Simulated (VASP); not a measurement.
# Pb: Pb into a neighbouring Pb vacancy, part 3 of 4

Wanted: the minimum-energy path in Pb for this move: Pb into a neighbouring Pb vacancy.

VASP 6.6.1; PBEsol; plane waves and PAW (Pb).

So far. Step 2 (Relax the host): The run ended after 2 ionic steps, 0.001 eV below its first step, once forces and stress met EDIFFG = -0.02. Step 3 (Relax the start): The run ended after 6 ionic steps, 0.120 eV below its first step, once the forces on the free atoms met EDIFFG = -0.05.

### 4. Relax the end

The end state is relaxed in the same way, so that both ends share their errors.

INCAR

```
SYSTEM = Pb
PREC = Normal
ENCUT = 280
EDIFF = 1E-05
NELM = 120
ISMEAR = 1
SIGMA = 0.15
LREAL = Auto
ALGO = Fast
GGA = PS
NBANDS = 84
LORBIT = 11
LWAVE = .FALSE.
LCHARG = .FALSE.
KPAR = 6
LASPH = .TRUE.
IBRION = 2
NSW = 60
ISIF = 2
EDIFFG = -0.05
POTIM = 0.4
MAXMIX = 40
ISYM = 0
```

POSCAR

```
Pb
1.0
    9.8443389664      0.0000000000      0.0000000000
    0.0000000000      9.8443389664      0.0000000000
    0.0000000000      0.0000000000      9.8443389664
Pb
31
Direct
    0.4994741179      0.0021448729     -0.0045728906
    0.7497183044      0.0000670438      0.2471042262
    0.0006761523     -0.0013231584      0.0017521640
    0.2497448440      0.2513594681      0.0024762325
    0.5007779691      0.4982208635     -0.0030765268
    0.7535622181      0.7497738961     -0.0013989054
    0.2502930762     -0.0003888759      0.2517312331
    0.5000689293      0.2500279340      0.2485482423
    0.7509539860      0.4978995711      0.2513528373
    0.5030960688     -0.0030975895      0.4949895483
    0.7512532660      0.2551763716      0.4979664966
    0.7474590559      0.0011965637      0.7482919694
   -0.0010280538      0.4992927560      0.0010808285
    0.2491765778      0.7505645536     -0.0003586493
   -0.0017160545      0.2493502331      0.2480691448
    0.2500132360      0.4977167259      0.2477796490
    0.5029599993      0.7498919496      0.2498904913
    0.0010392499     -0.0008550234      0.4995357020
    0.2508637426      0.2505737629      0.4976447444
    0.5016930392      0.4988004579      0.4978544442
    0.7481705728      0.7492065585      0.5033060630
    0.2476117525      0.0003252141      0.7456567437
    0.4999968166      0.2518275812      0.7495191890
    0.7487213871      0.5004703435      0.7514224454
    0.0013483030      0.7540073262      0.2504249498
   -0.0012035549      0.4997440576      0.4998527102
    0.2502209135      0.7499389948      0.5003534335
   -0.0033945399      0.2516854945      0.7488323456
    0.2476165821      0.5012956709      0.7526763118
    0.5010016481      0.7503274152      0.7481060784
    0.0058339465      0.7517883550      0.7476853811
```

KPOINTS

```
Automatic mesh
0
Monkhorst-Pack
2 2 2
0 0 0
```

Potentials, in the order of the species: Pb (PBE family, release 64).

Started as:

```
$ mpirun -np 6 vasp_std
```

The log of the run:

```text
[... set-up lines as in an earlier step ...]
 entering main loop
       N       E                     dE             d eps       ncg     rms          rms(c)
DAV:   1     0.388443725883E+03    0.38844E+03   -0.26958E+04   672   0.686E+02
DAV:   2    -0.747275265244E+02   -0.46317E+03   -0.44616E+03   800   0.129E+02
DAV:   3    -0.120870094698E+03   -0.46143E+02   -0.44730E+02   816   0.458E+01
DAV:   4    -0.122343494855E+03   -0.14734E+01   -0.14465E+01   824   0.854E+00
DAV:   5    -0.122387099561E+03   -0.43605E-01   -0.43447E-01   872   0.157E+00    0.277E+01
RMM:   6    -0.122001133587E+03    0.38597E+00   -0.24141E-01   672   0.865E-01    0.166E+01
RMM:   7    -0.121843665863E+03    0.15747E+00   -0.45192E-01   673   0.122E+00    0.130E+00
RMM:   8    -0.121841506511E+03    0.21594E-02   -0.76065E-02   695   0.670E-01    0.710E-01
RMM:   9    -0.121843721806E+03   -0.22153E-02   -0.20792E-02   770   0.284E-01    0.515E-01
RMM:  10    -0.121843190043E+03    0.53176E-03   -0.39166E-03   679   0.125E-01    0.164E-01
RMM:  11    -0.121843283542E+03   -0.93499E-04   -0.89418E-04   709   0.714E-02    0.976E-02
RMM:  12    -0.121843289419E+03   -0.58765E-05   -0.26533E-04   746   0.316E-02    0.773E-02
RMM:  13    -0.121843277772E+03    0.11647E-04   -0.40649E-05   555   0.127E-02    0.643E-02
RMM:  14    -0.121843250297E+03    0.27474E-04   -0.49593E-05   592   0.157E-02    0.242E-02
RMM:  15    -0.121843246678E+03    0.36193E-05   -0.10244E-05   408   0.717E-03
   1 F= -.12184325E+03 E0= -.12182487E+03  d E =-.121843E+03
 curvature:   0.00 expect dE= 0.000E+00 dE for cont linesearch  0.000E+00
 trial: gam= 0.00000 g(F)=  0.129E-01 g(S)=  0.000E+00 ort = 0.000E+00 (trialstep = 0.100E+01)
 search vector abs. value=  0.129E-01
 bond charge predicted
       N       E                     dE             d eps       ncg     rms          rms(c)
DAV:   1    -0.121854733195E+03   -0.11483E-01   -0.93436E-02   784   0.699E-01    0.220E-01
RMM:   2    -0.121855462895E+03   -0.72970E-03   -0.84041E-03   672   0.196E-01    0.768E-02
RMM:   3    -0.121855604573E+03   -0.14168E-03   -0.12654E-03   725   0.731E-02    0.450E-02
RMM:   4    -0.121855623243E+03   -0.18670E-04   -0.17921E-04   756   0.276E-02    0.223E-02
RMM:   5    -0.121855622365E+03    0.87802E-06   -0.30526E-05   463   0.125E-02
   2 F= -.12185562E+03 E0= -.12183757E+03  d E =-.123757E-01
[...]
3 F= -.12188618E+03 E0= -.12186933E+03  d E =-.429361E-01
[...]
4 F= -.12191522E+03 E0= -.12190153E+03  d E =-.719741E-01
[...]
5 F= -.12191573E+03 E0= -.12190264E+03  d E =-.724813E-01
[...]
6 F= -.12192588E+03 E0= -.12191416E+03  d E =-.101551E-01
 trial-energy change:   -0.010155  1 .order   -0.009980   -0.011638   -0.008322
 step:   7.2638(harm= 10.5328)  dis= 0.02494  next Energy=  -121.932293 (dE=-0.166E-01)
 bond charge predicted
       N       E                     dE             d eps       ncg     rms          rms(c)
DAV:   1    -0.121928302282E+03   -0.24093E-02   -0.64097E-01   672   0.186E+00    0.615E-01
RMM:   2    -0.121933988401E+03   -0.56861E-02   -0.58360E-02   672   0.525E-01    0.460E-01
RMM:   3    -0.121935153281E+03   -0.11649E-02   -0.81951E-03   720   0.193E-01    0.520E-01
RMM:   4    -0.121935038517E+03    0.11476E-03   -0.12190E-03   764   0.713E-02    0.482E-01
RMM:   5    -0.121934845208E+03    0.19331E-03   -0.21218E-04   740   0.327E-02    0.448E-01
RMM:   6    -0.121934826956E+03    0.18252E-04   -0.52804E-05   582   0.151E-02    0.446E-01
RMM:   7    -0.121934841217E+03   -0.14261E-04   -0.93061E-06   407   0.658E-03    0.450E-01
RMM:   8    -0.121934881801E+03   -0.40585E-04   -0.43318E-06   398   0.399E-03    0.456E-01
RMM:   9    -0.121934921432E+03   -0.39631E-04   -0.42084E-06   408   0.349E-03    0.462E-01
RMM:  10    -0.121934885253E+03    0.36179E-04   -0.71986E-07   205   0.223E-03    0.456E-01
RMM:  11    -0.121934817665E+03    0.67588E-04   -0.78906E-06   403   0.463E-03    0.445E-01
RMM:  12    -0.121934788200E+03    0.29465E-04   -0.21994E-06   333   0.286E-03    0.438E-01
RMM:  13    -0.121934782330E+03    0.58695E-05   -0.65364E-07   195   0.214E-03
   7 F= -.12193478E+03 E0= -.12192472E+03  d E =-.190544E-01
 curvature:  -5.63 expect dE=-0.388E-02 dE for cont linesearch -0.144E-02
 trial: gam=-0.17323 g(F)=  0.688E-03 g(S)=  0.000E+00 ort = 0.114E-02 (trialstep = 0.385E+01)
 search vector abs. value=  0.445E-03
 reached required accuracy - stopping structural energy minimisation
```

It took 92 s on 6 MPI ranks of Intel Xeon Platinum 8559C (Emerald Rapids), shared host; peak memory 1.9 GiB.

Parts of OUTCAR (step 4):

```text
 Found      4 irreducible k-points:

   NELECT =     124.0000    total number of electrons

 E-fermi :   4.5777

 k-point     1 :       0.2500    0.2500    0.2500
  band No.  band energies     occupation
    ...
     58       4.3104      2.03027
     59       4.3782      2.06797
     60       4.3877      2.07041
     61       4.5241      1.56409
     62       4.5277      1.53094
     63       4.6324      0.42636
     64       4.6389      0.36963
     65       4.7433     -0.06562
     66       4.9036     -0.00881
     67       5.0287     -0.00018
    ...

 k-point     2 :      -0.2500    0.2500    0.2500
  band No.  band energies     occupation
    ...
     58       4.3113      2.03073
     59       4.3822      2.06919
     60       4.3888      2.07056
     61       4.5190      1.61006
     62       4.5267      1.54043
     63       4.6322      0.42789
     64       4.6465      0.30747
     65       4.7413     -0.06432
     66       4.9174     -0.00622
     67       5.0314     -0.00016
    ...

  Total       -2.8587919     -2.9585738     -2.9596372      0.0017777      0.0324109      0.0762522
  in kB       -4.8010193     -4.9685918     -4.9703776      0.0029855      0.0544305      0.1280570
  external PRESSURE =      -4.9133296 kB  Pullay stress =       0.0000000 kB

 POSITION                                       TOTAL-FORCE (eV/Angst)
 -----------------------------------------------------------------------------------
      4.97561      0.05382      9.81373        -0.001293      0.001179      0.003709
      7.38341      0.04886      2.37496         0.001954      0.006091      0.029713
      9.79567      0.05645      9.83781         0.014844      0.002387      0.002781
      2.46737      2.46616      9.83224        -0.012348     -0.005529     -0.000827
      4.97124      4.86688      9.83557         0.014522     -0.003179     -0.000305
      7.39977      7.39934      9.83437         0.004393     -0.003416     -0.003641
      2.48246      0.01135      2.44010        -0.019809      0.025004     -0.027671
      4.97687      2.45551      2.38244         0.009734      0.006865      0.007150
      7.38845      4.86745      2.40914        -0.011339     -0.010588      0.002370
      4.94780      0.02138      4.90276         0.023010      0.013083     -0.009763
      7.38544      2.47093      4.91036        -0.015863     -0.001612     -0.020790
      7.37797      0.06868      7.42639         0.002536     -0.015963     -0.006627
      9.78936      4.87018      0.01199         0.009531      0.005644     -0.012329
      2.46151      7.38554      0.00844        -0.004450      0.001681     -0.003467
      9.77808      2.44736      2.40156         0.021310      0.006505      0.006846
      2.47436      4.90408      2.42613        -0.013307     -0.022948     -0.018812
      4.96524      7.37595      2.42220         0.018295      0.005178      0.002413
      9.82217      0.03500      4.91889        -0.012398      0.005807     -0.016602
      2.45012      2.45675      4.89948        -0.004162     -0.012392     -0.015146
      4.93880      4.90441      4.90742         0.035864     -0.020830      0.001379
      7.39173      7.36835      4.93992        -0.015087     -0.010431      0.019081
      2.46846      0.03881      7.37170        -0.013830      0.008443      0.025570
      4.96087      2.46697      7.41859         0.010081      0.008358     -0.007103
      7.38410      4.87835      7.44315        -0.007540      0.005289     -0.002961
      9.83325      7.39275      2.45142        -0.018338      0.005850     -0.023671
      9.82446      4.90068      4.93111        -0.027511     -0.019208     -0.005513
      2.47290      7.36750      4.90531        -0.009104      0.022638      0.012035
      9.77579      2.46727      7.43257         0.008096      0.006547      0.008648
      2.45604      4.89833      7.41571        -0.005605     -0.007035      0.017761
      4.93096      7.39780      7.39374         0.031162     -0.002516      0.008087
      9.83240      7.39710      7.40352        -0.013347     -0.000904      0.027685
 -----------------------------------------------------------------------------------
    total drift:                                0.015516      0.014339     -0.015073

  FREE ENERGIE OF THE ION-ELECTRON SYSTEM (eV)
  ---------------------------------------------------
  free  energy   TOTEN  =      -121.9347823304 eV

  energy  without entropy=     -121.9045874827  energy(sigma->0) =     -121.92471738

 total charge
# of ion       s       p       d       tot
------------------------------------------
    1        1.726   1.345   0.076   3.147
    2        1.726   1.342   0.075   3.143
    3        1.727   1.341   0.075   3.143
    4        1.740   1.367   0.081   3.188
    5        1.726   1.342   0.075   3.143
    6        1.740   1.367   0.081   3.188
    7        1.733   1.330   0.076   3.139
    8        1.727   1.340   0.075   3.141
    9        1.726   1.341   0.075   3.142
   10        1.733   1.330   0.076   3.139
   11        1.740   1.366   0.081   3.187
   12        1.726   1.343   0.075   3.144
   13        1.726   1.340   0.075   3.141
   14        1.718   1.300   0.081   3.099
   15        1.727   1.339   0.075   3.141
   16        1.733   1.333   0.076   3.142
   17        1.733   1.334   0.076   3.143
   18        1.733   1.331   0.076   3.140
   19        1.718   1.302   0.081   3.101
   20        1.733   1.330   0.076   3.139
   21        1.718   1.298   0.080   3.097
   22        1.733   1.331   0.076   3.140
   23        1.726   1.344   0.075   3.146
   24        1.727   1.338   0.075   3.139
   25        1.734   1.330   0.076   3.139
   26        1.733   1.332   0.076   3.141
   27        1.730   1.336   0.075   3.140
   28        1.726   1.343   0.075   3.144
   29        1.734   1.331   0.076   3.140
   30        1.734   1.328   0.075   3.138
   31        1.733   1.329   0.075   3.138
--------------------------------------------------
tot         53.620  41.401   2.369  97.390

[... 6 parts as in an earlier step ...]

[... 4 further parts left out ...]
```

Step by step:

```
step  energy less that of the first step (eV)  largest force (eV/Å)
   1                                   0.0000                0.1776
   2                                  -0.0124                0.1643
   3                                  -0.0429                0.1262
   4                                  -0.0720                0.0827
   5                                  -0.0725                0.0895
   6                                  -0.0826                0.0724
   7                                  -0.0915                0.0422
```

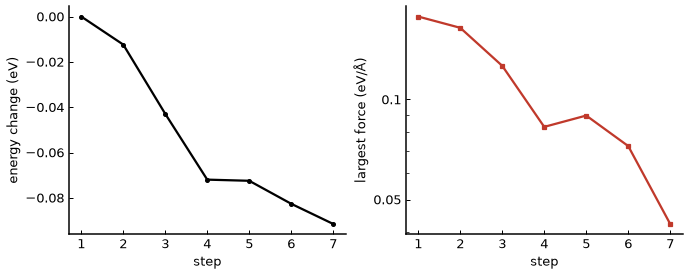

Energy and largest force along the relaxation.

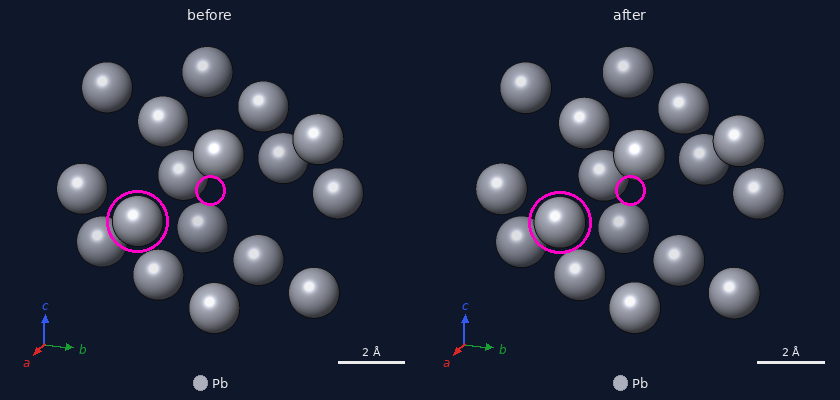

Before and after: the atoms that start within 5 Å of the centre. Pb3, which moves most, is ringed if it is among them. A ring with no atom in it marks the empty centre.

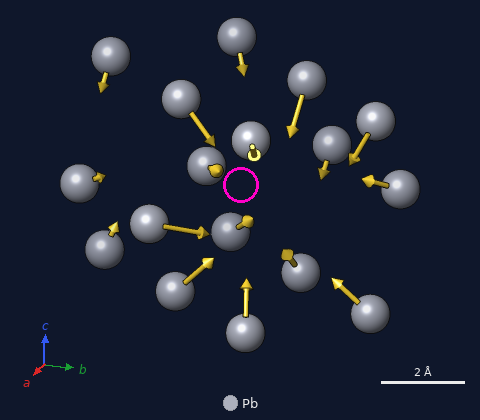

Displacements in the relaxation near the centre, exaggerated; the longest in the cell stands for 0.09 Å. A ring marks the centre wherever it is empty.

The atoms that moved most (Å):

```
atom      dx      dy      dz  length
 Pb3  -0.055   0.069  -0.024   0.092
Pb12   0.020   0.057   0.060   0.085
 Pb8   0.054  -0.006  -0.064   0.084
Pb31  -0.069  -0.004   0.043   0.082
 Pb2   0.003   0.048  -0.058   0.075
 Pb9  -0.004  -0.034  -0.065   0.074
Pb28  -0.035  -0.010   0.061   0.071
 Pb1   0.059   0.033   0.014   0.069
```

Final coordinates:

```
Pb
1.0
     9.84434    0.00000    0.00000
     0.00000    9.84434    0.00000
     0.00000    0.00000    9.84434
Pb
31
Direct
  0.50543 0.00547 0.99689
  0.75002 0.00496 0.24125
  0.99506 0.00573 0.99934
  0.25064 0.25052 0.99877
  0.50498 0.49438 0.99911
  0.75168 0.75163 0.99899
  0.25217 0.00115 0.24787
  0.50556 0.24943 0.24201
  0.75053 0.49444 0.24472
  0.50260 0.00217 0.49803
  0.75022 0.25100 0.49880
  0.74946 0.00698 0.75438
  0.99442 0.49472 0.00122
  0.25004 0.75023 0.00086
  0.99327 0.24861 0.24395
  0.25135 0.49816 0.24645
  0.50438 0.74926 0.24605
  0.99775 0.00356 0.49967
  0.24889 0.24956 0.49769
  0.50169 0.49820 0.49850
  0.75086 0.74849 0.50180
  0.25075 0.00394 0.74883
  0.50393 0.25060 0.75359
  0.75009 0.49555 0.75608
  0.99887 0.75096 0.24902
  0.99798 0.49782 0.50091
  0.25120 0.74840 0.49829
  0.99304 0.25063 0.75501
  0.24949 0.49758 0.75330
  0.50089 0.75148 0.75107
  0.99879 0.75141 0.75206
```

This step gave:

```
electronic cycles       : 67
free energy (TOTEN)     : -121.9348 eV
energy at zero smearing : -121.9247 eV
Fermi energy            : 4.578 eV
```

The run ended after 7 ionic steps, 0.092 eV below its first step, once the forces on the free atoms met EDIFFG = -0.05.

A spacing of under 0.3 eV between levels on this mesh is not given as a gap, since the run was smeared as a metal.

(Continued in part 4 of 4.)

[Lines on the potential files, build, host, timing and source positions are cut from VASP's logs without a mark.]

[Logs are printed without paths, hosts, clocks, repeated set-up lines and the standing remarks that a program may print on its own settings, such as how far it seeks lower states.]

[Hosts, paths, dates, database ids (printed as entryN), source tags and the programs' standing remarks are cut or masked in the printed files.]

[Runs that stopped without an error message from VASP are left out.]
